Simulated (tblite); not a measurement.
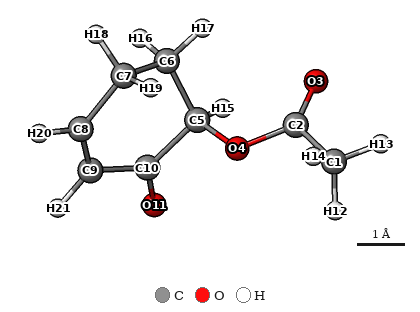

Figure 1. The structure as given in the input (ball-and-stick view, seen at a tilt; atoms are numbered from 1 in the order of the input). Bond lengths as drawn: C–C 1.34 to 1.54 Å, C–H 1.08 to 1.10 Å and C–O 1.22 to 1.43 Å.

# Geometry relaxation, with input and output: C8H10O3 (part 1 of 2)

C8H10O3, computed with GFN2-xTB geometry optimisation, gas phase (tblite 0.8.0).

Input:
```
{"job": {"xc": "GFN2-xTB", "basis": "xTB", "kind": "relax"}, "charge": 0, "multiplicity": 1}
C      3.205300     0.344900     0.735400
C      2.139100    -0.364400    -0.061800
O      2.355700    -0.954800    -1.104100
O      0.940100    -0.251100     0.561700
C     -0.146500    -0.953800    -0.055700
C     -0.769200    -0.109300    -1.180500
C     -1.407200     1.171600    -0.642500
C     -2.276900     0.908800     0.553800
C     -2.203700    -0.205000     1.302800
C     -1.182600    -1.236900     1.026900
O     -1.161900    -2.258300     1.707300
H      3.256300    -0.079200     1.743400
H      4.160800     0.222900     0.255400
H      2.967300     1.413500     0.779000
H      0.178600    -1.912000    -0.460300
H     -1.531200    -0.701800    -1.683600
H     -0.007900     0.169800    -1.919200
H     -2.009700     1.618500    -1.434500
H     -0.639300     1.900700    -0.352600
H     -3.013700     1.666600     0.806600
H     -2.862400    -0.373900     2.153800
```

The first line tells a small driver script what to run in tblite; the rest is the geometry in Å.

Run on 1 CPU thread, shared host.

Launch command:
```bash
OMP_NUM_THREADS=1 python <driver script> task.json out
```

Log:
```
step      E/eV     max force
  0    -936.37821    1.835
  1    -936.43089    1.512
  2    -936.46720    0.342
  3    -936.47455    0.288
  4    -936.48029    0.232
  5    -936.48415    0.138
  6    -936.48781    0.157
  7    -936.48928    0.185
  8    -936.49034    0.091
  9    -936.49120    0.071
 10    -936.49195    0.073
 11    -936.49290    0.080
 12    -936.49385    0.073
 13    -936.49455    0.045
 14    -936.49496    0.047
 15    -936.49527    0.047
 16    -936.49560    0.046
 17    -936.49594    0.046
 18    -936.49625    0.044
 19    -936.49657    0.041
 20    -936.49689    0.044
 21    -936.49720    0.043
 22    -936.49748    0.043
 23    -936.49779    0.048
 24    -936.49817    0.045
 25    -936.49862    0.054
 26    -936.49903    0.048
 27    -936.49935    0.044
 28    -936.49962    0.043
 29    -936.49990    0.044
 30    -936.50014    0.031
 31    -936.50014    0.031
 32    -936.50024    0.035
 33    -936.50039    0.048
 34    -936.50047    0.030
 35    -936.50059    0.051
 36    -936.50079    0.056
 37    -936.50089    0.033
 38    -936.50100    0.024
 39    -936.50108    0.038
 40    -936.50115    0.025
 41    -936.50121    0.016
 42    -936.50126    0.025
 43    -936.50132    0.029
 44    -936.50138    0.022
 45    -936.50144    0.018
 46    -936.50152    0.028
 47    -936.50160    0.028
 48    -936.50167    0.022
 49    -936.50176    0.026
 50    -936.50188    0.042
 51    -936.50204    0.061
 52    -936.50222    0.056
 53    -936.50237    0.029
 54    -936.50253    0.035
 55    -936.50272    0.052
 56    -936.50297    0.053
 57    -936.50320    0.036
 58    -936.50339    0.029
 59    -936.50359    0.036
 60    -936.50384    0.051
 61    -936.50412    0.051
 62    -936.50441    0.040
 63    -936.50465    0.028
 64    -936.50482    0.029
 65    -936.50494    0.028
 66    -936.50501    0.026
 67    -936.50507    0.022
 68    -936.50512    0.018
 69    -936.50518    0.023
 70    -936.50524    0.029
 71    -936.50530    0.027
 72    -936.50536    0.020
 73    -936.50540    0.021
 74    -936.50544    0.014
 75    -936.50548    0.014
 76    -936.50551    0.015
 77    -936.50554    0.018
 78    -936.50556    0.012
 79    -936.50559    0.012
 80    -936.50561    0.014
 81    -936.50563    0.017
 82    -936.50566    0.014
 83    -936.50568    0.013
 84    -936.50570    0.013
 85    -936.50572    0.019
 86    -936.50574    0.018
 87    -936.50575    0.010
 88    -936.50577    0.011
 89    -936.50579    0.015
 90    -936.50582    0.020
 91    -936.50586    0.017
 92    -936.50590    0.012
 93    -936.50593    0.012
 94    -936.50596    0.020
 95    -936.50599    0.019
 96    -936.50601    0.010
 97    -936.50603    0.007
 98    -936.50603    0.009
 99    -936.50604    0.010
100    -936.50606    0.009
101    -936.50607    0.009
102    -936.50608    0.009
103    -936.50609    0.008
104    -936.50611    0.012
105    -936.50613    0.010
106    -936.50615    0.012
107    -936.50619    0.018
108    -936.50622    0.018
109    -936.50624    0.011
110    -936.50626    0.011
111    -936.50627    0.013
112    -936.50630    0.014
113    -936.50632    0.011
114    -936.50633    0.009
115    -936.50634    0.007
116    -936.50635    0.008
117    -936.50636    0.008
118    -936.50637    0.007
119    -936.50638    0.007
120    -936.50639    0.009
121    -936.50640    0.008
122    -936.50640    0.007
123    -936.50641    0.006
124    -936.50642    0.008
125    -936.50643    0.012
126    -936.50645    0.013
127    -936.50646    0.012
128    -936.50648    0.008
129    -936.50649    0.009
130    -936.50651    0.010
131    -936.50653    0.013
132    -936.50656    0.014
133    -936.50658    0.010
134    -936.50659    0.009
135    -936.50661    0.010
136    -936.50663    0.013
137    -936.50664    0.010
138    -936.50665    0.007
139    -936.50665    0.005
140    -936.50666    0.005
141    -936.50666    0.006
142    -936.50667    0.007
143    -936.50667    0.006
144    -936.50668    0.006
145    -936.50669    0.006
146    -936.50670    0.009
147    -936.50672    0.010
148    -936.50674    0.012
149    -936.50677    0.014
150    -936.50680    0.016
151    -936.50685    0.015
152    -936.50690    0.019
153    -936.50697    0.017
154    -936.50701    0.024
155    -936.50704    0.031
156    -936.50711    0.013
157    -936.50714    0.010
158    -936.50718    0.009
159    -936.50719    0.009
160    -936.50721    0.008
161    -936.50722    0.008
162    -936.50723    0.007
163    -936.50724    0.008
164    -936.50725    0.007
165    -936.50726    0.006
166    -936.50727    0.008
167    -936.50728    0.010
168    -936.50729    0.010
169    -936.50731    0.007
170    -936.50732    0.008
171    -936.50735    0.010
172    -936.50738    0.020
173    -936.50740    0.019
174    -936.50745    0.051
175    -936.50751    0.018
176    -936.50758    0.038
177    -936.50763    0.039
178    -936.50760    0.049
179    -936.50781    0.026
180    -936.50789    0.031
181    -936.50802    0.028
182    -936.50812    0.047
183    -936.50829    0.040
184    -936.50842    0.039
185    -936.50856    0.029
186    -936.50873    0.030
187    -936.50890    0.022
188    -936.50897    0.022
189    -936.50907    0.029
190    -936.50916    0.028
191    -936.50926    0.026
192    -936.50933    0.019
193    -936.50936    0.015
194    -936.50938    0.010
195    -936.50941    0.007
196    -936.50942    0.006
197    -936.50942    0.004
198    -936.50943    0.004
199    -936.50943    0.006
200    -936.50944    0.005
201    -936.50944    0.005
202    -936.50944    0.004
203    -936.50945    0.004
```

Trajectory as extended XYZ (Å, eV, eV/Å), 12 frames, from step=0 to step=203:
```
21
Properties=species:S:1:pos:R:3:forces:R:3 step=0 energy=-936.37821
C     3.2053    0.3449    0.7354   -0.2710   0.1740   0.1850
C     2.1391   -0.3644   -0.0618    0.2240  -0.4050  -0.5130
O     2.3557   -0.9548   -1.1041   -0.6820   0.6170   1.2240
O     0.9401   -0.2511    0.5617    0.5210  -0.5220  -0.7140
C    -0.1465   -0.9538   -0.0557   -0.5370   0.5050  -0.2600
C    -0.7692   -0.1093   -1.1805    0.1830   0.2200   0.0580
C    -1.4072    1.1716   -0.6425   -0.2520  -0.1410   0.3940
C    -2.2769    0.9088    0.5538   -0.0450  -0.3280   0.1700
C    -2.2037   -0.2050    1.3028    0.4530   0.4130  -0.6610
C    -1.1826   -1.2369    1.0269   -0.6920  -0.7120   1.5430
O    -1.1619   -2.2583    1.7073    0.2760   0.8110  -0.9130
H     3.2563   -0.0792    1.7434   -0.1360   0.2350  -0.1970
H     4.1608    0.2229    0.2554    0.2690  -0.0820  -0.2070
H     2.9673    1.4135    0.7790    0.0120  -0.2820   0.1830
H     0.1786   -1.9120   -0.4603    0.3670  -0.1100  -0.0290
H    -1.5312   -0.7018   -1.6836   -0.0260  -0.1210   0.0120
H    -0.0079    0.1698   -1.9192   -0.0210  -0.2380   0.1380
H    -2.0097    1.6185   -1.4345   -0.0010   0.1290   0.0240
H    -0.6393    1.9007   -0.3526   -0.0680  -0.1050  -0.0300
H    -3.0137    1.6666    0.8066    0.1570  -0.0290  -0.0980
H    -2.8624   -0.3739    2.1538    0.2690  -0.0270  -0.3100
21
Properties=species:S:1:pos:R:3:forces:R:3 step=18 energy=-936.49625
C     3.1881    0.3451    0.7371    0.0020   0.0170   0.0240
C     2.1184   -0.3662   -0.0441    0.0160  -0.0030  -0.0300
O     2.2938   -0.9622   -1.0724   -0.0080  -0.0120   0.0070
O     0.9260   -0.2479    0.5565    0.0050  -0.0010  -0.0240
C    -0.1652   -0.9382   -0.0685    0.0000  -0.0190  -0.0130
C    -0.7823   -0.1064   -1.1883   -0.0120   0.0010   0.0000
C    -1.4089    1.1740   -0.6425   -0.0070   0.0000  -0.0130
C    -2.2683    0.9017    0.5423    0.0180   0.0150   0.0060
C    -2.1633   -0.1950    1.2941   -0.0140   0.0060  -0.0140
C    -1.1750   -1.2415    1.0464    0.0290   0.0240   0.0220
O    -1.1159   -2.2673    1.6829   -0.0030  -0.0030  -0.0180
H     3.2278   -0.0598    1.7444    0.0010  -0.0080   0.0230
H     4.1456    0.2126    0.2426   -0.0100   0.0120   0.0060
H     2.9456    1.4021    0.8062    0.0060   0.0230   0.0050
H     0.2228   -1.8818   -0.4722    0.0060  -0.0350  -0.0070
H    -1.5483   -0.7152   -1.6725   -0.0110   0.0090   0.0050
H    -0.0124    0.1252   -1.9266   -0.0150  -0.0090  -0.0020
H    -1.9954    1.6634   -1.4228   -0.0020   0.0200  -0.0010
H    -0.6260    1.8792   -0.3406   -0.0020  -0.0370   0.0060
H    -3.0017    1.6581    0.7900    0.0110   0.0050   0.0040
H    -2.8145   -0.3630    2.1393   -0.0100  -0.0040   0.0140
21
Properties=species:S:1:pos:R:3:forces:R:3 step=36 energy=-936.50079
C     3.1719    0.3595    0.7515   -0.0060  -0.0040  -0.0060
C     2.1210   -0.3639   -0.0472   -0.0110  -0.0210  -0.0390
O     2.3170   -0.9826   -1.0585    0.0130   0.0260   0.0480
O     0.9160   -0.2323    0.5243   -0.0030  -0.0100   0.0090
C    -0.1685   -0.9439   -0.0898    0.0080   0.0030   0.0000
C    -0.8079   -0.1208   -1.2037    0.0020  -0.0160  -0.0050
C    -1.3966    1.1703   -0.6426    0.0120   0.0000  -0.0060
C    -2.2518    0.9065    0.5471    0.0110   0.0120   0.0020
C    -2.1474   -0.1910    1.2977   -0.0020  -0.0080  -0.0020
C    -1.1660   -1.2425    1.0384   -0.0050   0.0000   0.0040
O    -1.1057   -2.2700    1.6719    0.0000   0.0010  -0.0090
H     3.2045   -0.0547    1.7562   -0.0040   0.0010   0.0000
H     4.1360    0.2393    0.2681    0.0160   0.0090   0.0010
H     2.9209    1.4145    0.8273   -0.0150  -0.0060  -0.0040
H     0.2272   -1.8877   -0.4872   -0.0040  -0.0020  -0.0050
H    -1.5969   -0.7214   -1.6590   -0.0200  -0.0130   0.0040
H    -0.0590    0.0950   -1.9677    0.0020   0.0010   0.0040
H    -1.9684    1.6930   -1.4115   -0.0140   0.0030  -0.0030
H    -0.5855    1.8375   -0.3328    0.0090   0.0200   0.0050
H    -2.9771    1.6685    0.7999    0.0030   0.0050   0.0060
H    -2.7925   -0.3565    2.1490    0.0080  -0.0020  -0.0050
21
Properties=species:S:1:pos:R:3:forces:R:3 step=55 energy=-936.50272
C     3.1544    0.3771    0.7592   -0.0180  -0.0090   0.0010
C     2.1248   -0.3747   -0.0428   -0.0350   0.0270   0.0280
O     2.3417   -1.0041   -1.0415    0.0060  -0.0220  -0.0290
O     0.9121   -0.2485    0.5145   -0.0210   0.0140   0.0120
C    -0.1724   -0.9579   -0.1027    0.0100  -0.0100   0.0200
C    -0.8164   -0.1291   -1.2101    0.0150  -0.0230   0.0060
C    -1.3841    1.1699   -0.6452    0.0050  -0.0040  -0.0090
C    -2.2158    0.9201    0.5639   -0.0070   0.0000  -0.0030
C    -2.1318   -0.1882    1.3009    0.0030  -0.0090  -0.0140
C    -1.1740   -1.2566    1.0237    0.0280   0.0060   0.0000
O    -1.1302   -2.2922    1.6448   -0.0030  -0.0080  -0.0180
H     3.1924   -0.0368    1.7636    0.0100  -0.0130   0.0090
H     4.1252    0.2863    0.2818   -0.0090   0.0010   0.0020
H     2.8712    1.4235    0.8380   -0.0100   0.0010  -0.0150
H     0.2193   -1.9015   -0.5039    0.0080   0.0040  -0.0030
H    -1.6192   -0.7222   -1.6522   -0.0020  -0.0050   0.0060
H    -0.0754    0.0756   -1.9843    0.0060   0.0090  -0.0070
H    -1.9756    1.6839   -1.4053   -0.0070   0.0180  -0.0020
H    -0.5663    1.8416   -0.3638    0.0080   0.0000   0.0060
H    -2.9145    1.6992    0.8378   -0.0090   0.0120   0.0000
H    -2.7743   -0.3489    2.1549    0.0240   0.0100   0.0110
```
